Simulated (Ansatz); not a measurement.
# One shape, several levels: AlOF2 (SMILES [O][Al]([F])[F])

Aim: a comparison of 5 runs (UHF/STO-3G, U-r2SCAN0/STO-3G, UBLYP/STO-3G, UHSE06/STO-3G, UCCSDT/STO-3G) of AlOF2. 

The calculation is run with Ansatz 0.2.0.

61 further runs of the same task are left out: 15 that didn't finish, 46 set aside as unsound or not needed.

### Step 1. The structure to begin with

AlOF2 has 4 atoms, charge 0, and is taken as a doublet. As SMILES, `[O][Al]([F])[F]`. The F4–Al2 distance was set to 2.038 Å, away from the relaxed value.

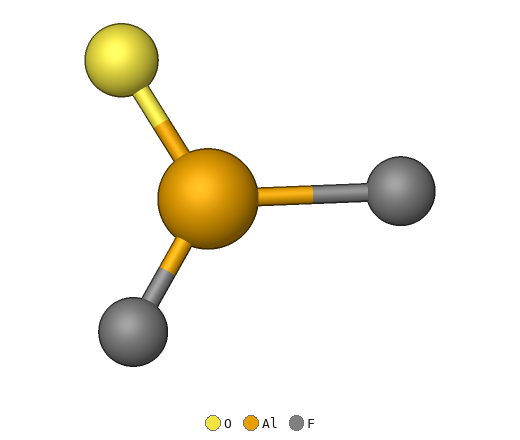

Viewed from a chosen angle; oxygen yellow, aluminium amber, fluorine grey.

### Step 2. A single-point energy at UHF/STO-3G (run 1)

molecule.yaml

```yaml
crystal:
  periodic: [false, false, false]
  atoms:
    - {symbol: O, position_ang: [0.470154, -1.221794, 1.415722]}
    - {symbol: Al, position_ang: [-0.213346, -0.306594, 0.123322]}
    - {symbol: F, position_ang: [-1.689946, -0.712494, -0.436778]}
    - {symbol: F, position_ang: [0.850400, 1.247900, -0.655300]}
basis:
  gaussian:
    orbitals: STO-3G
magnetization:
  spin_polarized: true
  initial_magnetization: 1
hamiltonian:
  xc: hf
accuracy: high
```

Run with:

```sh
$ ansatz run molecule.yaml --threads 1 --pin off --max-ram 2610MiB --events-out events.jsonl --progress --plain --runs-dir runs
```

Log:

```text
Warning: RAYON_NUM_THREADS=1 ignored (pool sized by the plan → 1); use --threads N
Functional definition: HF
  name "HF"
  exchange = exact_x
  correlation = 0
435 factors; integrals over basis functions are off by at most 3.2e-8 eV
mean field evaluation 1: about -13844.3908 eV, gradient 2.0e1 eV
mean field evaluation 2: about -13844.4160 eV, gradient 2.0e1 eV
mean field evaluation 4: about -13848.9358 eV, gradient 1.1e0 eV
mean field evaluation 8: about -13848.9612 eV, gradient 1.1e-1 eV
mean field evaluation 16: about -13848.9788 eV, gradient 5.8e-4 eV
mean field evaluation 32: about -13848.6412 eV, gradient 3.4e-1 eV
mean field evaluation 64: about -13848.9582 eV, gradient 2.4e-2 eV
mean field evaluation 96: about -13848.6743 eV, gradient 3.5e-1 eV
mean field -13848.97884430 eV, -508.9405853529 hartree, gradient 4.7e-8 eV, S^2 0.864751; 3 other end points of the search recorded, 0 dependent functions left out
reference -13848.97884430 eV, -508.9405853529 hartree; 20, 19 occupied and 4, 5 virtual orbitals, 435 factors
Total energy: -13848.97884430 eV, -508.9405853529 hartree
```

Wall time 0.36 s (1 thread of Arm Neoverse V2, shared host).

### Step 3. A single-point energy at U-r2SCAN0/STO-3G (run 2)

input.yaml

```yaml
crystal:
  periodic: [false, false, false]
  atoms:
    - symbol: O
      position_ang: [0.470154, -1.221794, 1.415722]
    - symbol: Al
      position_ang: [-0.213346, -0.306594, 0.123322]
    - symbol: F
      position_ang: [-1.689946, -0.712494, -0.436778]
    - symbol: F
      position_ang: [0.850400, 1.247900, -0.655300]
basis:
  gaussian: {orbitals: STO-3G}
accuracy: high
hamiltonian: {xc: {name: r2SCAN0}}
magnetization: {spin_polarized: true, initial_magnetization: 1}
```

Run with:

```sh
$ ansatz run input.yaml --threads 1 --pin off --max-ram 2610MiB --events-out events.jsonl --progress --plain --runs-dir runs
```

Log:

```text
Warning: RAYON_NUM_THREADS=1 ignored (pool sized by the plan → 1); use --threads N
Functional definition: r2SCAN0
  name "r2SCAN0"
  parameter a = 0.25
  parameter k0 = 0.174
  parameter k1 = 0.065
  parameter a1 = 4.9479
  exchange = (1 - a)*r2scan_x(k0 = k0, k1 = k1, a1 = a1) + a*exact_x
  correlation = r2scan_c
435 factors; integrals over basis functions are off by at most 3.2e-8 eV
mean field evaluation 1: about -13882.4105 eV, gradient 2.2e1 eV
mean field evaluation 2: about -13873.2941 eV, gradient 4.7e1 eV
mean field evaluation 4: about -13886.8767 eV, gradient 3.0e0 eV
mean field evaluation 8: about -13886.9296 eV, gradient 6.1e-2 eV
mean field evaluation 16: about -13886.9298 eV, gradient 3.8e-3 eV
mean field evaluation 32: about -13886.9298 eV, gradient 1.2e-7 eV
mean field -13886.92981132 eV, -510.3352576667 hartree, gradient 5.9e-8 eV, S^2 0.755124; 2 other end points of the search recorded, 0 dependent functions left out
reference -13886.92981169 eV, -510.3352576804 hartree; 20, 19 occupied and 4, 5 virtual orbitals, 435 factors
Total energy: -13886.92981169 eV, -510.3352576804 hartree
```

Wall time 8.7 s (1 thread of Arm Neoverse V2, shared host); peak memory 0.25 GiB.

Runs 3 to 4 aren't shown in full; the table further down has their settings and results.

### Step 4. The energy at UCCSDT/STO-3G (run 5)

job.yaml

```yaml
crystal:
  periodic: [false, false, false]
  atoms:
    - {symbol: O, position_ang: [0.470154, -1.221794, 1.415722]}
    - {symbol: Al, position_ang: [-0.213346, -0.306594, 0.123322]}
    - {symbol: F, position_ang: [-1.689946, -0.712494, -0.436778]}
    - {symbol: F, position_ang: [0.850400, 1.247900, -0.655300]}
basis:
  gaussian:
    orbitals: STO-3G
scf:
  omitted_lower_state_checks: [cluster_reference, increment]
magnetization:
  spin_polarized: true
  initial_magnetization: 1
accuracy: high
correlation:
  method: ccsdt
  frozen_orbitals: {Al: 5, F: 1, O: 1}
```

Run with:

```sh
$ ansatz run job.yaml --threads 1 --pin off --max-ram 2610MiB --events-out events.jsonl --progress --plain --runs-dir runs
```

Log:

```text
Warning: RAYON_NUM_THREADS=1 ignored (pool sized by the plan → 1); use --threads N
[... 14 lines left out ...]
8 core orbitals not correlated: weight in the atoms' cores, before any rotation towards them, 1.000 or more for the frozen orbitals, at most 0.000 for the correlated occupied ones
[... 46 lines left out ...]
Total energy: -13852.03706817 eV, -509.0529730073 hartree
Checks for a lower state left out: cluster_reference, increment
```

Run time: 2.1 s. Hardware: 1 thread of Arm Neoverse V2, shared host.

### Step 5. All runs side by side

```csv
run,level,frozen core orbitals,energy (Eh),⟨S²⟩,wall time
1,UHF/STO-3G,–,-508.940585,0.865,0.36 s
2,U-r2SCAN0/STO-3G,–,-510.335258,0.755,8.7 s
3,UBLYP/STO-3G,–,-510.345330,0.754,3.6 s
4,UHSE06/STO-3G,–,-510.090679,0.754,3.3 s
5,UCCSDT/STO-3G,8,-509.052973,0.865,2.1 s
```

### Step 6. What came out

```
                                          quantity          value
                               run 5: total energy  -509.05297 Eh
run 5: correlation energy (8 core orbitals frozen)     -112.4 mEh
          run 5: ⟨S²⟩ of the reference determinant          0.865
                              run 5: T1 diagnostic          0.032
```

In words: Totals of different functionals can't be ranked against each other. In runs 1, 2, 3, 4, 5 the basis is minimal, so the values are rough. Spin contamination of the reference: run 1 ⟨S²⟩ = 0.86, run 5 ⟨S²⟩ = 0.86. All runs together took 18 s, the longest 8.7 s.
